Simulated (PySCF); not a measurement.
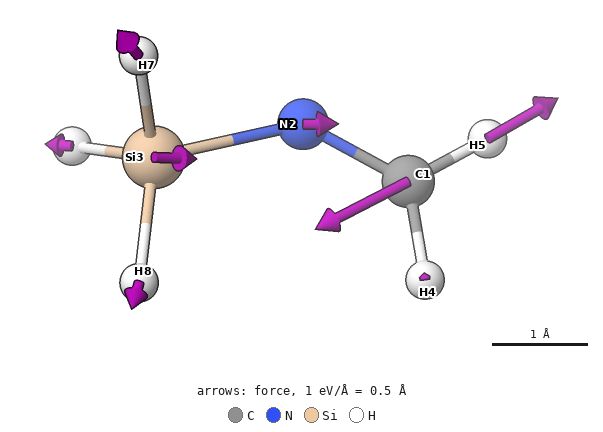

Starting geometry of CH5NSi with the computed forces as purple arrows. The picture is a ball-and-stick view, seen from a free direction.

The start comes from GFN2-xTB. Its atoms were then displaced at random by about 0.01 Å.

Level of theory: PySCF, PBE0-D3(BJ)/def2-SVP geometry optimisation, gas phase. 

What follows when this structure is relaxed?

It isn't relaxed: the largest force vector, on the C atom, is 2.38 eV/Å. The final displacements have little in common with the starting forces (cosine between the two patterns 0.21). An H atom moves most after the best rigid fit: 0.23 Å. Largest moves by element: H 0.23 Å, N 0.15 Å, Si 0.09 Å, C 0.04 Å. Among the contacts that change: C–H 1.056 → 1.107 Å, H–Si 1.446 → 1.491 Å, H–Si 1.466 → 1.503 Å, N–Si 1.739 → 1.756 Å. Bond angles that change, for instance: C–N–Si 135.9° → 124.9°, N–Si–H 102.2° → 108.0°, H–Si–H 114.3° → 109.3°. Over 7 geometry steps the energy falls by 16.1 kJ/mol.
